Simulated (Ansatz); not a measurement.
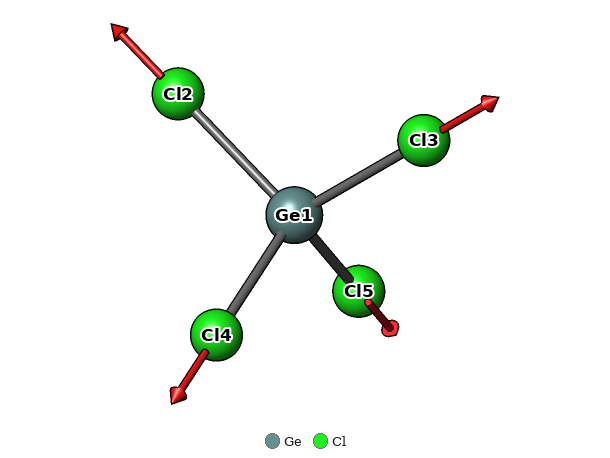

The arrows show one normal mode. Harmonic vibrations computed with RKS PBE0-D4/def2-TZVP (Ansatz 0.2.0) at a stationary point of the same level.

> Describe the motion.

Mostly in-phase stretching of 4 Ge–Cl bonds.

> Estimate its harmonic wavenumber.

398 cm⁻¹; it is mode 6 of 9 counted from the lowest.
